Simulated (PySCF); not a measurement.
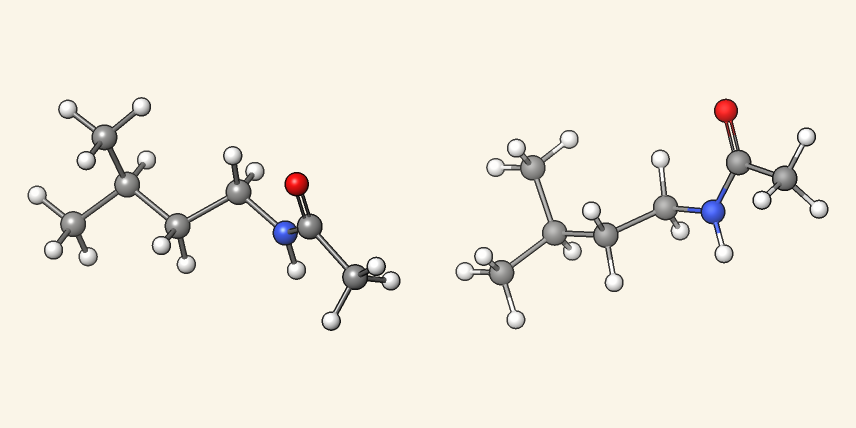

Both panels show the same species. Colours: carbon grey, oxygen red, nitrogen blue, hydrogen white.

The computed structure is the end point of a GFN2-xTB optimisation. No frequency run is at hand to confirm it as a minimum.

> Which formula does it have?

C7H15NO, 24 atoms: 7 carbon, 15 hydrogen, 1 nitrogen and 1 oxygen.

> Describe its rings.

It has no ring.

> Which point group does it belong to?

C1.

> Name some functional groups or characteristic bonds that it holds.

Among them: amide.

> Give a SMILES string for it.

CC(=O)NCCC(C)C

More results for the same structure follow; atom numbers are the same in all pictures, views and colours differ.

Quadrupole coupling

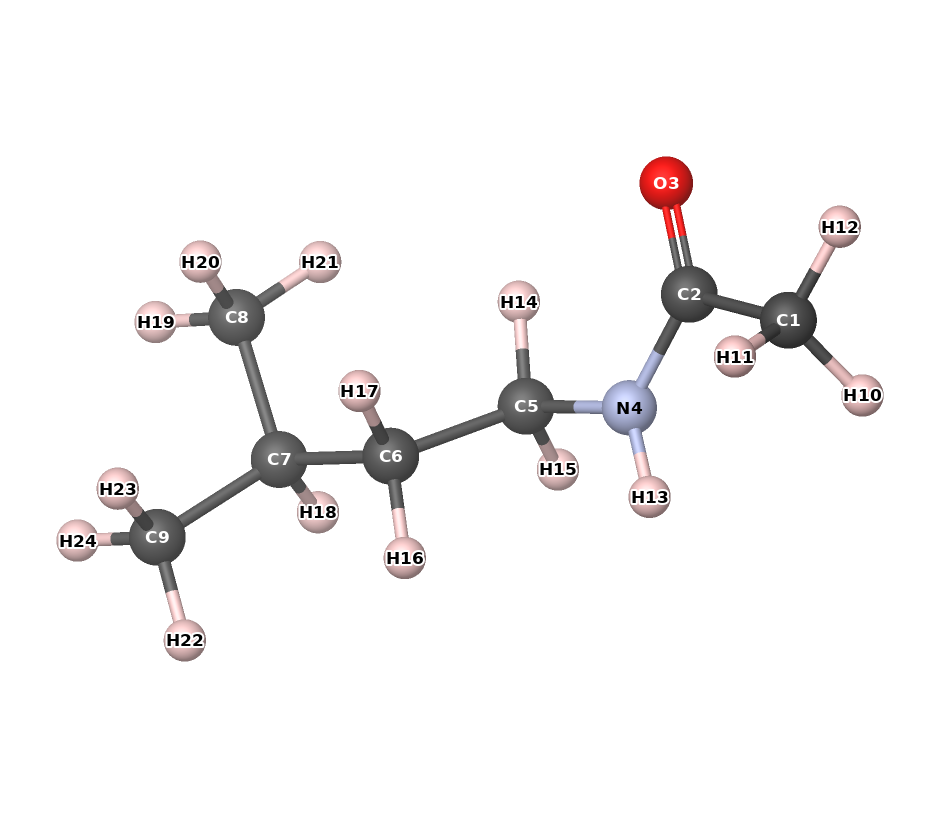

No frequency run is at hand to confirm it as a minimum. Electric field gradients from the ground-state density, PBE0/pcSseg-1 (PySCF 2.14.0), non-relativistic apart from any core potentials.

Give the largest field-gradient component, the quadrupole coupling constant and the asymmetry for 17O at O3 (Q = −25.6 mb), 14N at N4 (Q = 20.44 mb), 2H at H10 (Q = 2.86 mb), 2H at H11 (Q = 2.86 mb), 2H at H12 (Q = 2.86 mb), 2H at H13 (Q = 2.86 mb).

```json
{"atom": "O3", "V_zz (a.u.)": "−1.607", "e²qQ/h (MHz)": "9.67", "η": "0.02"}
{"atom": "N4", "V_zz (a.u.)": "−0.998", "e²qQ/h (MHz)": "−4.80", "η": "0.07"}
{"atom": "H10", "V_zz (a.u.)": "0.314", "e²qQ/h (MHz)": "0.211", "η": "0.03"}
{"atom": "H11", "V_zz (a.u.)": "0.314", "e²qQ/h (MHz)": "0.211", "η": "0.02"}
{"atom": "H12", "V_zz (a.u.)": "0.315", "e²qQ/h (MHz)": "0.212", "η": "0.01"}
{"atom": "H13", "V_zz (a.u.)": "0.410", "e²qQ/h (MHz)": "0.276", "η": "0.20"}
```

Charges

The questions are on Mulliken charges. No frequency run is at hand to confirm it as a minimum. Properties computed with PBE0/pcSseg-1, gas phase (PySCF 2.14.0).

Give the Mulliken charges atom by atom.

```tsv
atom	value (e)
C1	−0.27
C2	0.36
O3	−0.44
N4	−0.52
C5	0.05
C6	−0.21
C7	−0.40
C8	−0.21
C9	−0.20
H10	0.13
H11	0.13
H12	0.14
H13	0.19
H14	0.15
H15	0.12
H16	0.10
H17	0.12
H18	0.11
H19	0.11
H20	0.11
H21	0.12
H22	0.11
H23	0.10
H24	0.11
```

Dipole moment

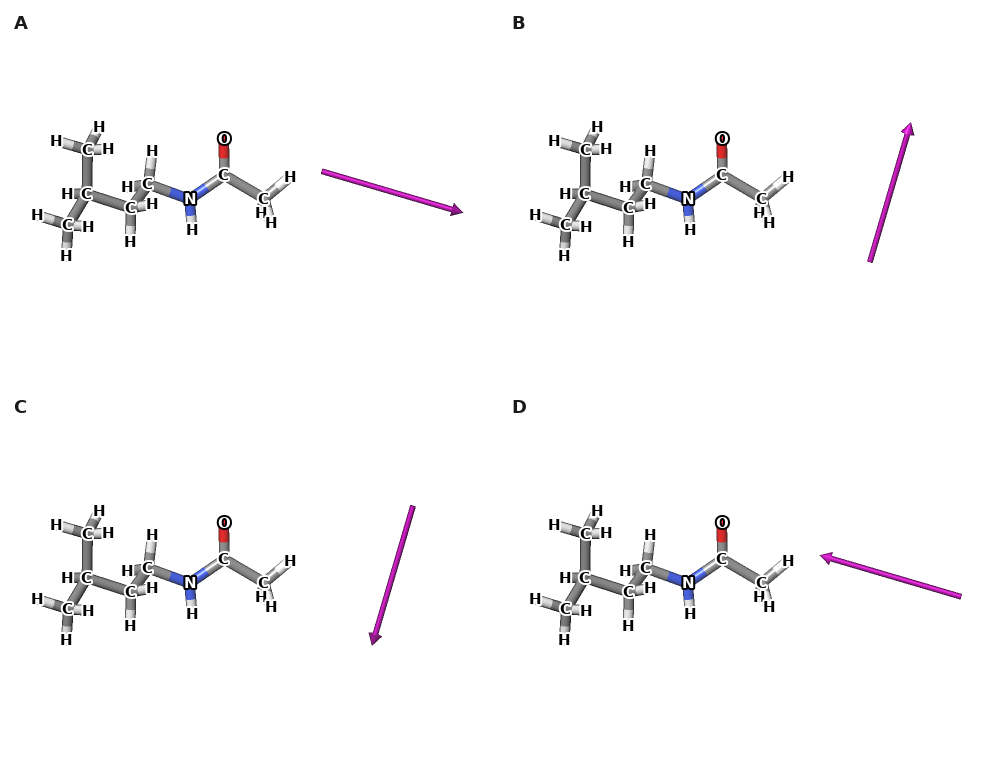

The same molecule four times, each with an arrow. No frequency run is at hand to confirm it as a minimum. Method: PBE0/pcSseg-1, gas phase (PySCF 2.14.0).

> Which arrow points along the dipole moment, from the negative to the positive end?

C. The dipole moment is 3.76 D.

Mulliken values depend strongly on the basis set and can even reverse the polarity of a bond.
